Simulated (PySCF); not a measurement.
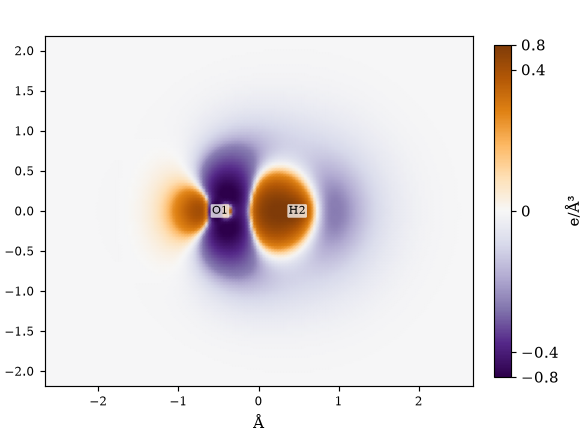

HO, doublet, SMILES `[OH]`. Deformation density (molecule less spherical, spin-averaged free atoms) in a plane that holds the bond; colour scale in e/Å³, logarithmic beyond ±0.1; orange: gain, purple: loss.

Method: PBE0/def2-SVP; geometry: GFN2-xTB; program: PySCF. No frequency check shows the geometry to be a minimum. The stability of the open-shell solution wasn't checked. GFN2-xTB doesn't know the spin state, so this open-shell geometry is rough.

Cartesian coordinates (Å):

```
O1       0.1070    0.0000    0.0000
H2      -0.8563    0.0000    0.0000
```

Describe the bonding that the map shows.

Answer. O1–H2: +0.85 e/Å³ at the bond critical point (bond length 0.96 Å, Mayer order 1.0). In all, 0.5 electrons gather in the regions of gain relative to the promolecule.

Where do the Hirshfeld charges lie?

Answer. The highest Hirshfeld charge is on H2 (+0.17 e), the lowest on O1 (−0.17 e).
